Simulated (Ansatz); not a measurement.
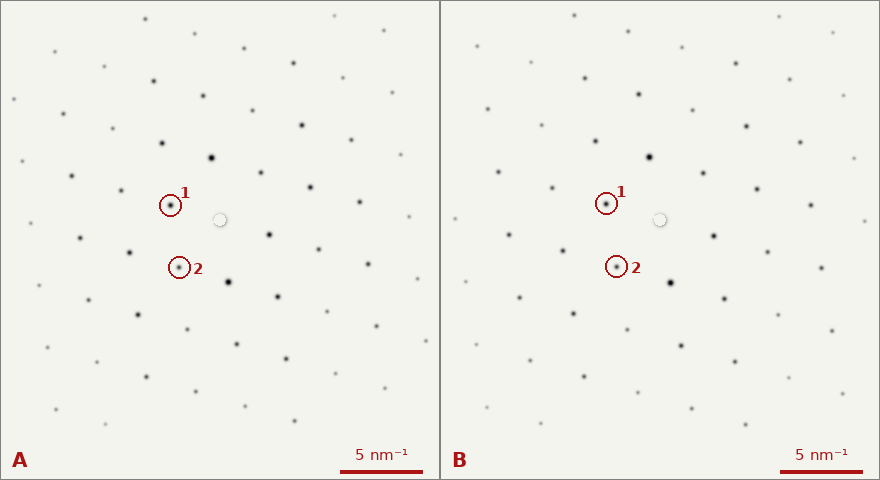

Kinematic electron diffraction patterns (200 kV, B = 0.5 Å², same scale) along [011] of the run's own cell, for the start and the end of one relaxation of YbF2 with Ansatz, DFT PBEsol, scalar-relativistic, plane waves, PAW. k mesh 12×12×6. The start is a generated model structure, and the relaxation ends in the nearest stationary point of its symmetry, not necessarily the ground state. Spot 1 is -1 0 0 and spot 2 is 0 -1 1 in both.

Start structure:

```yaml
crystal:
  lattice:
    - [3.35001, 0.00000, 0.00000]
    - [-1.67501, 2.90120, 0.00000]
    - [0.00000, 0.00000, 5.40427]
  atoms:
    - { symbol: Yb, position: [0.00000, 0.00000, 0.00000] }
    - { symbol: F, position: [0.33333, 0.66667, 0.25200] }
    - { symbol: F, position: [0.66667, 0.33333, 0.74800] }
```

Q: Which pattern belongs to the start structure, and which to the relaxed one?

A: B is the start: its cell gives d(1) = 2.901 Å, d(2) = 2.556 Å and an angle of 63.9°. A is the relaxed structure, with d(1) = 3.162 Å (+9.0 %), d(2) = 2.601 Å (+1.8 %) and 65.7°.

Q: What did the relaxation do to the structure and the energy?

A: The volume changed by +0.6 % to 17.60 Å³ an atom; with the mean shift removed, the atoms moved by up to 0.20 Å relative to the cell (F most); the space group stayed P-3m1 (No. 164); the free energy fell by 200 meV an atom. Relaxed cell: a = 3.651 Å, b = 3.651 Å, c = 4.574 Å, α = 90.00°, β = 90.00°, γ = 120.00°.
